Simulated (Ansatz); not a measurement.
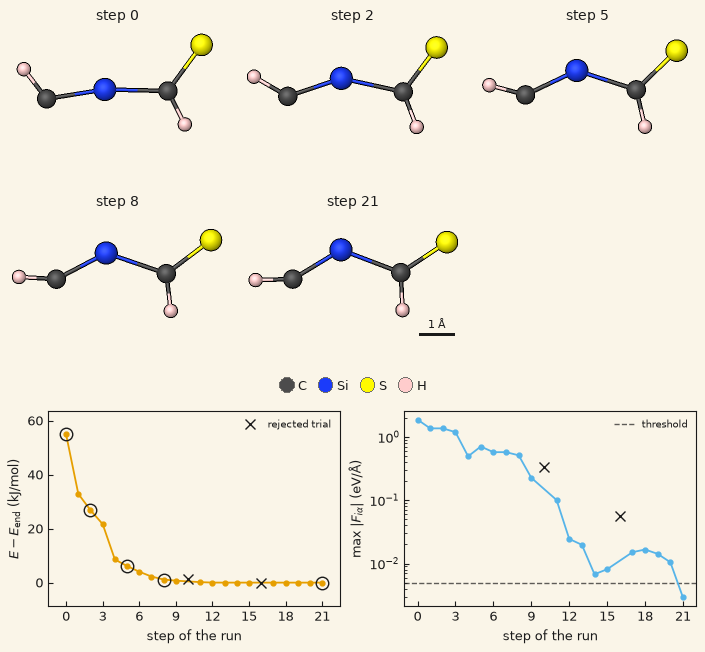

Frames of a relaxation of C2H2SSi, marked on the history of the run. The picture is a ball-and-stick view, seen face on.

Computed with RKS PBE0-D4/def2-TZVP in Ansatz 0.2.0. (force threshold 0.005 eV/Å; at most 200 steps)

Question: Describe the path.

Answer: The atom that moves furthest after the best rigid fit is the Si atom (0.75 Å). Largest moves by element: Si 0.75 Å, H 0.73 Å, S 0.44 Å, C 0.36 Å. Near-neighbour distances that change, for instance: C–Si 1.715 → 1.641 Å, C–S 1.659 → 1.609 Å, C–Si 1.836 → 1.864 Å, C–H 1.087 → 1.079 Å. Among the angles between lasting bonds that change: C–Si–C 169.5° → 127.9°, Si–C–H 118.4° → 150.2°, Si–C–H 118.1° → 113.4°. Over 19 accepted moves (21 points after the start) the energy falls by 54.9 kJ/mol. The largest force component goes from 1.9 to 0.0029 eV/Å. The line search rejected the trial steps at points 10, 16 of the run. The run took 61 s on 2 threads of Arm Neoverse V2 (shared host). From step 0 to 2: the Si atom moves most (0.33 Å), energy −28.1 kJ/mol. From step 2 to 5: an H atom moves most (0.24 Å), energy −20.7 kJ/mol. From step 5 to 8: an H atom moves most (0.17 Å), energy −5.01 kJ/mol. From step 8 to 21: H atoms move most (0.10 Å), energy −1.14 kJ/mol.

| step | E − E(0), kJ/mol | largest force component, eV/Å | note |
| --- | --- | --- | --- |
| 0 | 0.00 | 1.8821 |  |
| 1 | -21.98 | 1.3692 |  |
| 2 | -28.06 | 1.3699 |  |
| 3 | -33.21 | 1.1931 |  |
| 4 | -46.31 | 0.4947 |  |
| 5 | -48.73 | 0.7076 |  |
| 6 | -50.84 | 0.5758 |  |
| 7 | -52.63 | 0.5762 |  |
| 8 | -53.74 | 0.5137 |  |
| 9 | -54.15 | 0.2265 |  |
| 10 | -53.62 | 0.3337 | rejected |
| 11 | -54.70 | 0.1009 |  |
| 12 | -54.86 | 0.0245 |  |
| 13 | -54.87 | 0.0198 |  |
| 14 | -54.87 | 0.0068 |  |
| 15 | -54.88 | 0.0081 |  |
| 16 | -54.87 | 0.0561 | rejected |
| 17 | -54.88 | 0.0151 |  |
| 18 | -54.88 | 0.0166 |  |
| 19 | -54.88 | 0.0142 |  |
| 20 | -54.88 | 0.0105 |  |
| 21 | -54.88 | 0.0029 |  |
